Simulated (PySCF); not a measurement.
# C6H5F2 (doublet): what the fields show

```xyz
13

F    -0.0963    2.6683    0.7897
C    -0.0183    1.3768    0.4051
C     1.2559    0.8640    0.1281
C     1.3259   -0.4767   -0.2732
F     2.5488   -0.9784   -0.5461
C     0.2427   -1.2812   -0.4008
C    -1.1270   -0.7751   -0.1158
C    -1.1588    0.6512    0.3064
H     2.1386    1.4709    0.2193
H     0.3580   -2.3061   -0.7134
H    -1.7617   -0.9113   -1.0056
H    -1.5999   -1.4018    0.6569
H    -2.1123    1.0999    0.5316
```

Geometry: GFN2-xTB.

Theory: PySCF, UKS B3LYP, pcH-1 on C F H, non-relativistic, mean-field spin-orbit, GIAO.

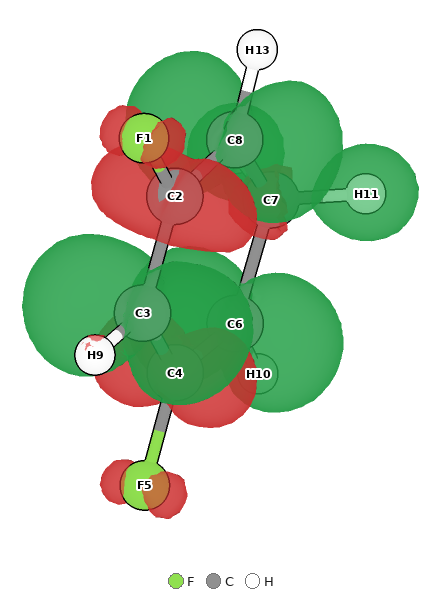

Figure 1. Isosurfaces of the spin density at +0.02 (green) and −0.02 e/Å³ (red), seen at an oblique angle.

> Where is the unpaired spin?

The unpaired spin (1 electron) lies mostly on C3 (about 0.3), C6 (about 0.3) and C8 (about 0.3), in electrons by Hirshfeld's partition.

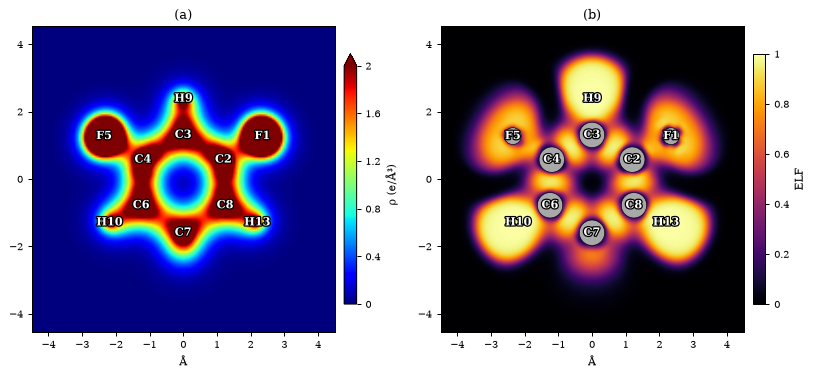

Figure 2. (a) total electron density; (b) electron localisation function on the plane of atoms C2, C8 and C7. Grey discs cover the atomic cores in the ELF map.

> What does the map show?

- Atoms in the plane: F, C and H.
- C–F (1.35 Å): ρ at the midpoint is about 2.2 e/Å³, with its minimum of 1.7 e/Å³ about 0.5 Å from C; the ELF peaks at about 0.85 between the atoms, as expected for a shared but strongly polarised pair.
- C–C (1.36 Å): ρ is about 2.3 e/Å³ halfway; the ELF peaks at about 0.95 between the atoms; localised, covalent bonding.
- C–H (1.08 Å): the density is about 2.1 e/Å³ at the midpoint; the ELF climbs to about 1 towards the hydrogen, as it does in any bond to H (a covalent bond by its length).
- C–C (1.40 Å): ρ at the midpoint is about 2.1 e/Å³; the ELF peaks at about 0.95 between the atoms (localised, covalent bonding).
- C–C (1.49 Å): the density is about 1.7 e/Å³ at the midpoint; the ELF peaks at about 0.95 between the atoms: a covalent bond.
- The ELF also peaks beside F1 and F5, away from the bonds: non-bonding electrons, paired or unpaired.

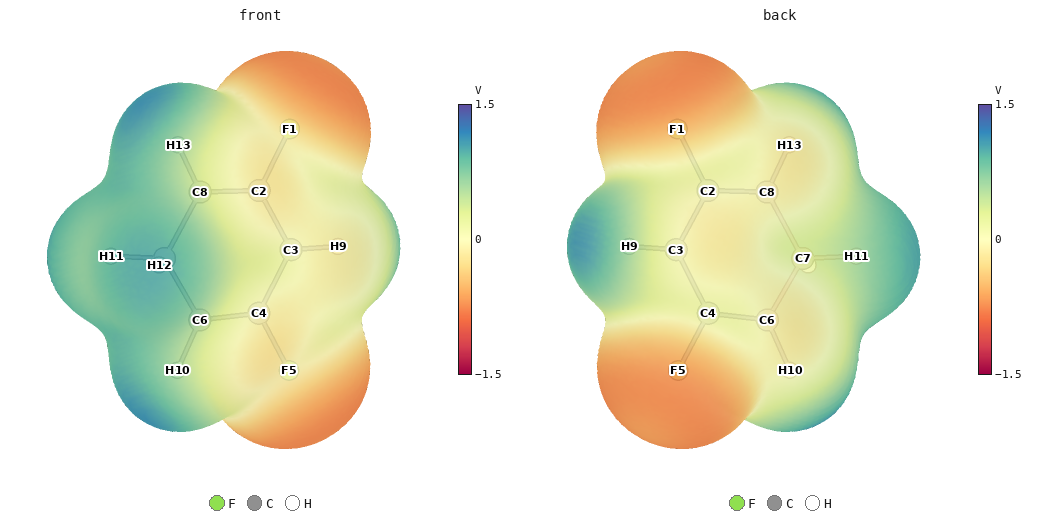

Figure 3. The electrostatic potential painted on the density surface at 0.002 e/bohr³, seen from the front and from behind; the colour scale runs from red (negative) to blue (positive).

> Where is the surface potential most negative and most positive?

The most negative region (about −0.8 V) lies over F1 and F5, the most positive (about +1.1 V) over H9, H10 and H13.
